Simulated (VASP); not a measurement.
# NiSb (Breithauptite) with r2SCAN + rVV10: from relaxation to properties

What structure does NiSb (Breithauptite) take at this level, and what are its properties? The steps: magnetic order: ferromagnetic, magnetic order: antiferromagnetic within the cell, magnetic order: antiferromagnetic, q = (0, 0, 1/2), magnetic order: antiferromagnetic, q = (1/2, 1/2, 1/2), magnetic order: antiferromagnetic, q = (1/2, 1/2, 0), the orders side by side, relaxing cell and atoms (r2SCAN + rVV10), density, ELF and potential (r2SCAN + rVV10), bands along the symmetry lines (r2SCAN + rVV10), total and projected DOS (r2SCAN + rVV10) and vibrations at Γ (r2SCAN + rVV10). The start is a cell from a database of measured crystal structures.

Method: r2SCAN with rVV10, spin-polarised from a ferromagnetic start; plane waves and PAW (Ni, Sb), in the first sound run; inputs show where later runs differ, in VASP 6.6.1.

The database entry behind the starting cell differs from later determinations by our own check (c about 0.3 % short), so it need not match the best structure at ambient conditions.

### 1. Set-up

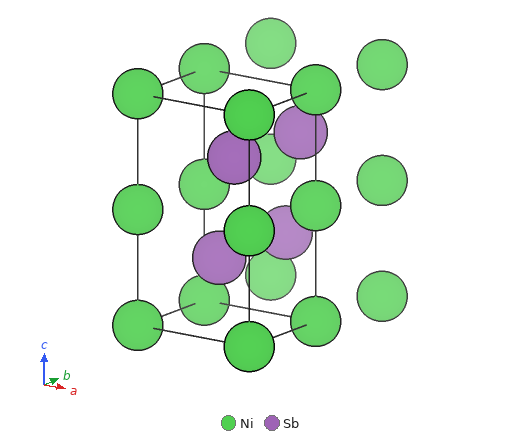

Start, viewed slightly off an axis; nickel green, antimony purple. 1×2×1 cells are drawn. Some periodic images of atoms are drawn too.

As a file:

```cif
data_structure
_symmetry_space_group_name_H-M 'P 1'
_symmetry_Int_Tables_number 1
_cell_length_a 3.9280
_cell_length_b 3.9280
_cell_length_c 5.1200
_cell_angle_alpha 90.000
_cell_angle_beta 90.000
_cell_angle_gamma 120.000
_cell_volume 68.41
loop_
_atom_site_label
_atom_site_type_symbol
_atom_site_fract_x
_atom_site_fract_y
_atom_site_fract_z
_atom_site_occupancy
Ni1 Ni 0.00000 0.00000 0.00000 1
Ni2 Ni 0.00000 0.00000 0.50000 1
Sb3 Sb 0.33333 0.66667 0.25000 1
Sb4 Sb 0.66667 0.33333 0.75000 1
```

### 2. Magnetic order: ferromagnetic

The properties of a magnet depend on its order, so a few collinear patterns are compared first on the cell as listed, beginning with all moments parallel. r2SCAN adds the kinetic-energy density, costs more than a GGA and is run with LASPH. LUSE_VDW switches on a nonlocal correlation term for dispersion.

File INCAR:

```
SYSTEM = NiSb
PREC = Accurate
ENCUT = 400
EDIFF = 1E-06
NELM = 100
ISMEAR = 0
SIGMA = 0.05
LREAL = .FALSE.
ALGO = Normal
METAGGA = R2SCAN
LUSE_VDW = .TRUE.
IVDW_NL = 2
BPARAM = 11.95
CPARAM = 0.0093
LASPH = .TRUE.
NBANDS = 25
ISPIN = 2
MAGMOM = 1 1 0 0
LMAXMIX = 4
LORBIT = 11
LWAVE = .FALSE.
LCHARG = .FALSE.
KPAR = 8
ISIF = 2
```

File POSCAR:

```
NiSb
1.0
    3.9280000000      0.0000000000      0.0000000000
   -1.9640000000      3.4017477861      0.0000000000
    0.0000000000      0.0000000000      5.1200000000
Ni Sb
2 2
Direct
    0.0000000000      0.0000000000      0.0000000000
    0.0000000000      0.0000000000      0.5000000000
    0.3333333333      0.6666666667      0.2500000000
    0.6666666667      0.3333333333      0.7500000000
```

File KPOINTS:

```
Automatic mesh
0
Gamma
7 7 5
0 0 0
```

The projector-augmented-wave data sets are Ni and Sb (PBE family, release 64).

On the command line:

```
$ mpirun -np 8 vasp_std
```

Log:

```text
[banner, memory and clock lines left out]
running    8 mpi-ranks, on    1 nodes
 distrk:  each k-point on    1 cores,    8 groups
 distr:  one band on    1 cores,    1 groups

 POSCAR found type information on POSCAR NiSb
 POSCAR found :  2 types and       4 ions
|                                                                             |
|           W    W    AA    RRRRR   N    N  II  N    N   GGGG   !!!           |
|           W    W   A  A   R    R  NN   N  II  NN   N  G    G  !!!           |
|           W    W  A    A  R    R  N N  N  II  N N  N  G       !!!           |
|           W WW W  AAAAAA  RRRRR   N  N N  II  N  N N  G  GGG   !            |
|           WW  WW  A    A  R   R   N   NN  II  N   NN  G    G                |
|           W    W  A    A  R    R  N    N  II  N    N   GGGG   !!!           |
|                                                                             |
|     For optimal performance we recommend to set                             |
|       NCORE = 2 up to number-of-cores-per-socket                            |
|     NCORE specifies how many cores store one orbital (NPAR=cpu/NCORE).      |
|     This setting can greatly improve the performance of VASP for DFT.       |
|     The default, NCORE=1 might be grossly inefficient on modern             |
|     multi-core architectures or massively parallel machines. Do your        |
|     Unfortunately you need to use the default for GW and RPA                |
|     calculations (for HF NCORE is supported but not extensively tested      |
|     yet).                                                                   |
|                                                                             |

|                                                                             |
|               ----> ADVICE to this user running VASP <----                  |
|                                                                             |
|     You have switched on vdW-DFT.                                           |
|     This routine was written and supplied by Jiri Klimes. We recommend      |
|     that you carefully read and cite the following publications:            |
|       J. Klimes, D.R. Bowler, A. Michelides                                 |
|          J. Phys.: Cond Matt. 22 022201 (2010)                              |
|       J. Klimes, D.R. Bowler, A. Michelides                                 |
|          Phys. Rev. B. 83, 195131 (2011)                                    |
|     and references therein.                                                 |
|                                                                             |

|                                                                             |
|               ----> ADVICE to this user running VASP <----                  |
|                                                                             |
|     You enforced a specific xc type in the INCAR file but a different       |
|     [... a line on the potential file left out ...]
|     I HOPE YOU KNOW WHAT YOU ARE DOING!                                     |
|                                                                             |

 LDA part: xc-table for (None), standard interpolation
 POSCAR, INCAR and KPOINTS ok, starting setup
 FFT: planning ... GRIDC
 FFT: planning ... GRID_SOFT
 FFT: planning ... GRID
 WAVECAR not read
 entering main loop
       N       E                     dE             d eps       ncg     rms          rms(c)
Total rVV10 correction in eV:      0.7741347    41.0182314
Total rVV10 correction in eV:      0.7741347    41.0182314
Total rVV10 correction in eV:      0.7741347    41.0182314
Total rVV10 correction in eV:      0.7741347    41.0182314
Total rVV10 correction in eV:      0.7741347    41.0182314
Total rVV10 correction in eV:      0.7741347    41.0182314
Total rVV10 correction in eV:      0.7741347    41.0182314
Total rVV10 correction in eV:      0.7741347    41.0182314
DAV:   1     0.100713141432E+03    0.10071E+03   -0.10500E+04  2400   0.104E+03
DAV:   2    -0.714625446123E+02   -0.17218E+03   -0.16202E+03  2522   0.247E+02
DAV:   3    -0.800692774753E+02   -0.86067E+01   -0.84240E+01  2961   0.692E+01
DAV:   4    -0.802399615276E+02   -0.17068E+00   -0.17049E+00  2743   0.940E+00
DAV:   5    -0.802461998266E+02   -0.62383E-02   -0.62379E-02  3169   0.180E+00    0.138E+01
Total rVV10 correction in eV:      0.7373219    41.0182327
Total rVV10 correction in eV:      0.7373219    41.0182327
Total rVV10 correction in eV:      0.7373219    41.0182327
Total rVV10 correction in eV:      0.7373219    41.0182327
Total rVV10 correction in eV:      0.7373219    41.0182327
Total rVV10 correction in eV:      0.7373219    41.0182327
Total rVV10 correction in eV:      0.7373219    41.0182327
Total rVV10 correction in eV:      0.7373219    41.0182327
DAV:   6    -0.796591918823E+02    0.58701E+00   -0.25399E+01  2665   0.899E+01    0.185E+01
Total rVV10 correction in eV:      0.7526528    41.0182329
Total rVV10 correction in eV:      0.7526528    41.0182329
Total rVV10 correction in eV:      0.7526528    41.0182329
Total rVV10 correction in eV:      0.7526528    41.0182329
Total rVV10 correction in eV:      0.7526528    41.0182329
Total rVV10 correction in eV:      0.7526528    41.0182329
Total rVV10 correction in eV:      0.7526528    41.0182329
Total rVV10 correction in eV:      0.7526528    41.0182329
DAV:   7    -0.755154546887E+02    0.41437E+01   -0.82188E+00  2857   0.571E+01    0.414E+00
Total rVV10 correction in eV:      0.7510550    41.0182327
Total rVV10 correction in eV:      0.7510550    41.0182327
Total rVV10 correction in eV:      0.7510550    41.0182327
Total rVV10 correction in eV:      0.7510550    41.0182327
Total rVV10 correction in eV:      0.7510550    41.0182327
Total rVV10 correction in eV:      0.7510550    41.0182327
Total rVV10 correction in eV:      0.7510550    41.0182327
Total rVV10 correction in eV:      0.7510550    41.0182327
DAV:   8    -0.756582926787E+02   -0.14284E+00   -0.10672E+00  3221   0.124E+01    0.301E+00
Total rVV10 correction in eV:      0.7478823    41.0182327
Total rVV10 correction in eV:      0.7478823    41.0182327
Total rVV10 correction in eV:      0.7478823    41.0182327
Total rVV10 correction in eV:      0.7478823    41.0182327
Total rVV10 correction in eV:      0.7478823    41.0182327
Total rVV10 correction in eV:      0.7478823    41.0182327
Total rVV10 correction in eV:      0.7478823    41.0182327
Total rVV10 correction in eV:      0.7478823    41.0182327
DAV:   9    -0.756123068648E+02    0.45986E-01   -0.14464E-01  2927   0.540E+00    0.114E+00
Total rVV10 correction in eV:      0.7478464    41.0182327
Total rVV10 correction in eV:      0.7478464    41.0182327
Total rVV10 correction in eV:      0.7478464    41.0182327
Total rVV10 correction in eV:      0.7478464    41.0182327
Total rVV10 correction in eV:      0.7478464    41.0182327
Total rVV10 correction in eV:      0.7478464    41.0182327
Total rVV10 correction in eV:      0.7478464    41.0182327
Total rVV10 correction in eV:      0.7478464    41.0182327
DAV:  10    -0.756128478013E+02   -0.54094E-03   -0.14035E-02  3238   0.167E+00    0.502E-01
Total rVV10 correction in eV:      0.7483330    41.0182327
Total rVV10 correction in eV:      0.7483330    41.0182327
Total rVV10 correction in eV:      0.7483330    41.0182327
Total rVV10 correction in eV:      0.7483330    41.0182327
Total rVV10 correction in eV:      0.7483330    41.0182327
Total rVV10 correction in eV:      0.7483330    41.0182327
Total rVV10 correction in eV:      0.7483330    41.0182327
Total rVV10 correction in eV:      0.7483330    41.0182327
DAV:  11    -0.756148777903E+02   -0.20300E-02   -0.36163E-03  3484   0.813E-01    0.205E-01
Total rVV10 correction in eV:      0.7484379    41.0182327
Total rVV10 correction in eV:      0.7484379    41.0182327
Total rVV10 correction in eV:      0.7484379    41.0182327
Total rVV10 correction in eV:      0.7484379    41.0182327
Total rVV10 correction in eV:      0.7484379    41.0182327
Total rVV10 correction in eV:      0.7484379    41.0182327
Total rVV10 correction in eV:      0.7484379    41.0182327
Total rVV10 correction in eV:      0.7484379    41.0182327
DAV:  12    -0.756149888600E+02   -0.11107E-03   -0.96559E-04  2864   0.440E-01    0.473E-02
Total rVV10 correction in eV:      0.7485836    41.0182327
Total rVV10 correction in eV:      0.7485836    41.0182327
Total rVV10 correction in eV:      0.7485836    41.0182327
Total rVV10 correction in eV:      0.7485836    41.0182327
Total rVV10 correction in eV:      0.7485836    41.0182327
Total rVV10 correction in eV:      0.7485836    41.0182327
Total rVV10 correction in eV:      0.7485836    41.0182327
Total rVV10 correction in eV:      0.7485836    41.0182327
DAV:  13    -0.756150305377E+02   -0.41678E-04   -0.15590E-04  3431   0.158E-01    0.396E-02
Total rVV10 correction in eV:      0.7486334    41.0182327
Total rVV10 correction in eV:      0.7486334    41.0182327
Total rVV10 correction in eV:      0.7486334    41.0182327
Total rVV10 correction in eV:      0.7486334    41.0182327
Total rVV10 correction in eV:      0.7486334    41.0182327
Total rVV10 correction in eV:      0.7486334    41.0182327
Total rVV10 correction in eV:      0.7486334    41.0182327
Total rVV10 correction in eV:      0.7486334    41.0182327
DAV:  14    -0.756150300642E+02    0.47349E-06   -0.16277E-05  2995   0.597E-02    0.252E-02
Total rVV10 correction in eV:      0.7486634    41.0182327
Total rVV10 correction in eV:      0.7486634    41.0182327
Total rVV10 correction in eV:      0.7486634    41.0182327
Total rVV10 correction in eV:      0.7486634    41.0182327
Total rVV10 correction in eV:      0.7486634    41.0182327
Total rVV10 correction in eV:      0.7486634    41.0182327
Total rVV10 correction in eV:      0.7486634    41.0182327
Total rVV10 correction in eV:      0.7486634    41.0182327
DAV:  15    -0.756150253386E+02    0.47256E-05   -0.48958E-06  2566   0.342E-02    0.128E-02
Total rVV10 correction in eV:      0.7486704    41.0182327
Total rVV10 correction in eV:      0.7486704    41.0182327
Total rVV10 correction in eV:      0.7486704    41.0182327
Total rVV10 correction in eV:      0.7486704    41.0182327
Total rVV10 correction in eV:      0.7486704    41.0182327
Total rVV10 correction in eV:      0.7486704    41.0182327
Total rVV10 correction in eV:      0.7486704    41.0182327
Total rVV10 correction in eV:      0.7486704    41.0182327
DAV:  16    -0.756150240819E+02    0.12567E-05   -0.14183E-06  1447   0.152E-02    0.357E-03
Total rVV10 correction in eV:      0.7486734    41.0182327
Total rVV10 correction in eV:      0.7486734    41.0182327
Total rVV10 correction in eV:      0.7486734    41.0182327
Total rVV10 correction in eV:      0.7486734    41.0182327
Total rVV10 correction in eV:      0.7486734    41.0182327
Total rVV10 correction in eV:      0.7486734    41.0182327
Total rVV10 correction in eV:      0.7486734    41.0182327
Total rVV10 correction in eV:      0.7486734    41.0182327
DAV:  17    -0.756150231809E+02    0.90091E-06   -0.61843E-07  1253   0.685E-03
Total rVV10 correction in eV:      0.7486742    41.0182327
Total rVV10 correction in eV:      0.7486742    41.0182327
Total rVV10 correction in eV:      0.7486742    41.0182327
Total rVV10 correction in eV:      0.7486742    41.0182327
Total rVV10 correction in eV:      0.7486742    41.0182327
Total rVV10 correction in eV:      0.7486742    41.0182327
Total rVV10 correction in eV:      0.7486742    41.0182327
Total rVV10 correction in eV:      0.7486742    41.0182327
Total rVV10 correction in eV:      0.7486745    41.0182327
Total rVV10 correction in eV:      0.7486745    41.0182327
Total rVV10 correction in eV:      0.7486745    41.0182327
Total rVV10 correction in eV:      0.7486745    41.0182327
Total rVV10 correction in eV:      0.7486745    41.0182327
Total rVV10 correction in eV:      0.7486745    41.0182327
Total rVV10 correction in eV:      0.7486745    41.0182327
Total rVV10 correction in eV:      0.7486745    41.0182327
   1 F= -.75615023E+02 E0= -.75614346E+02  d E =-.135441E-02  mag=    -0.0000
```

Wall time 71 s (8 MPI ranks of Intel Xeon Platinum 8488C (Sapphire Rapids), shared host); peak memory 2.8 GiB.

The logs omit lines about the potential files and the build; timing stands in the text.

[end of part 1 of 11]

[Lines on the potential files, build, host, timing and source positions are cut from VASP's logs without a mark.]

[Logs are printed without paths, hosts, clocks, repeated set-up lines and the standing remarks that a program may print on its own settings, such as how far it seeks lower states.]

[Hosts, paths, dates, database ids (printed as entryN), source tags and the programs' standing remarks are cut or masked in the printed files.]

[A measured line is paired with the nearest computed mode of its activity, which favours agreement.]
